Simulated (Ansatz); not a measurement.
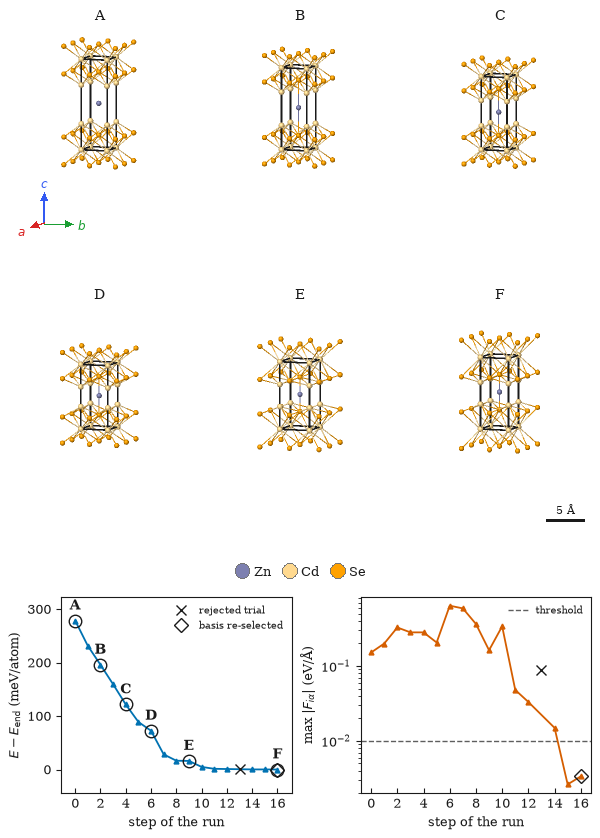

Frames of a relaxation of a crystal of ZnCd₃Se₂ (a generated structure, set up in P4/mmm), marked on the history of the run. The picture is a ball-and-stick view of the cell of the calculation, seen slightly off an axis.

Level of theory: Ansatz, DFT PBE, scalar-relativistic, plane waves, PAW.

Input
```yaml
crystal:
  lattice:
    - [3.663933, 0.0, 0.0]
    - [0.0, 3.663933, 0.0]
    - [0.0, 0.0, 12.2478228]
  atoms:
    - { symbol: Zn, position: [0.5, 0.5, 0.5] }
    - { symbol: Cd, position: [0.0, 0.0, 0.0] }
    - { symbol: Cd, position: [0.0, 0.0, 0.71455228] }
    - { symbol: Cd, position: [0.0, 0.0, 0.28544772] }
    - { symbol: Se, position: [0.5, 0.5, 0.84736025] }
    - { symbol: Se, position: [0.5, 0.5, 0.15263975] }
basis:
  ecutwfc: 420
kpoints:
  mp_grid: { grid: [10, 10, 4] }
hamiltonian:
  xc: pbe
scf:
  occupations: { method: gaussian, width: 0.1 }
output:
  forces: true
  stress: true
  eigenvalues: true
relax:
  adjacent_minimum: "off"
  f_tol: 0.01
  max_steps: 80
  cell: { stress_tol: 0.05 }
```

Launched with:
```bash
ansatz run input.yaml --threads 1 --pin off --max-ram 2560MiB --backend cpu --events-out ev --progress --plain --runs-dir out
```

**What happens along the run?**

After 14 accepted moves (16 points after the start) the energy has fallen by 279 meV per atom. The largest force component goes from 0.15 to 0.0034 eV/Å. The pressure goes from −3.88 to 0.02 GPa. The line search rejected the trial step at point 13 of the run. At 1 point the geometry stayed and the basis and grid were re-selected for the new cell (energy shift of 0.1 meV per atom at most each time). The largest moves relative to the cell, 0.99 Å, are those of Se5 and Se6. Se6 goes along +c. Largest moves by element: Se 0.99 Å, Cd 0.61 Å. Zn stays in place. The volume changes by −6.2 %, with a = b 3.664 → 3.991 Å (+8.9 %), c 12.248 → 9.679 Å (−21.0 %). Some distances before and after: Zn1–Se5 4.254 → 2.370 Å, Cd2–Se5 3.195 → 3.750 Å, Cd3–Se5 3.059 → 2.964 Å. New bonds form, among them: Zn1–Se5 (4.25 → 2.37 Å), Zn1–Se6 (4.25 → 2.37 Å). Among the angles between lasting bonds that change: Se5–Cd3–Se5 115.8° → 144.4°, Cd3–Se5–Cd3 115.8° → 144.4°, Cd3–Se5–Cd3 73.6° → 84.6°. The space group stays P4/mmm (No. 123). The run took 18 min on 1 thread of Arm Neoverse V1, with other jobs on the host, peak memory 0.74 GiB. From step 0 to 2: Cd atoms move most (0.12 Å), volume −14.2 %, energy −82.7 meV per atom. From step 2 to 4: Cd atoms move most (0.30 Å), volume −6.9 %, energy −74.2 meV per atom. From step 4 to 6: Se atoms move most (0.20 Å), volume −1.5 %, energy −49.2 meV per atom. From step 6 to 9: Se atoms move most (0.38 Å), volume +25.0 %, energy −56.4 meV per atom. From step 9 to 16: Cd atoms move most (0.12 Å), volume −4.6 %, energy −16.0 meV per atom.

```tsv
step	E − E(0), meV/atom	largest force component, eV/Å	pressure, GPa	volume, Å³/atom	note
0	0.00	0.1516	-3.88	27.403	
1	-47.32	0.1996	-1.36	25.146	
2	-82.68	0.3269	0.00	23.500	
3	-119.14	0.2813	0.43	22.507	
4	-156.91	0.2812	0.61	21.889	
5	-189.62	0.2059	1.08	21.461	
6	-206.09	0.6387	2.49	21.560	
7	-250.26	0.5876	0.18	23.375	
8	-262.11	0.3641	2.71	23.614	
9	-262.52	0.1624	-1.73	26.943	
10	-273.69	0.3386	-0.60	25.167	
11	-277.25	0.0479	0.20	25.276	
12	-277.66	0.0331	0.09	25.403	
13	-277.31	0.0878	0.34	25.926	rejected
14	-278.42	0.0150	-0.07	25.745	
15	-278.45	0.0026	-0.01	25.692	
16	-278.55	0.0034	0.02	25.692	same geometry, new basis
```

Limits of the set-up: layers or molecules are held without a dispersion correction, so their spacing is unreliable.
